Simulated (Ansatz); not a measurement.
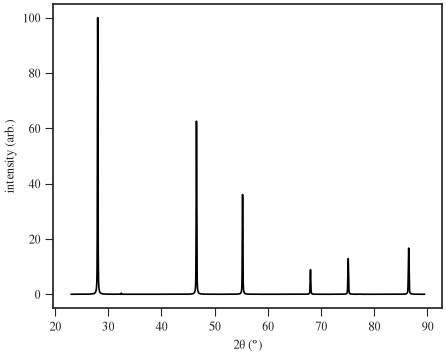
*Simulated powder pattern, Cu Kα1, λ = 1.54056 Å*

The pattern belongs to a structure relaxed with the program Ansatz at the PBE level (PAW).

Question: Pick the material that matches.
A. As, bcc (W type)
B. AlNi, CsCl type
C. PbSe, zinc blende
D. AlP, zinc blende

Answer: D, AlP, zinc blende

Space group F-43m (zinc blende). The cell was relaxed with PBE under the symmetry of its start.

Potentials: the later of the program's two PAW sets.
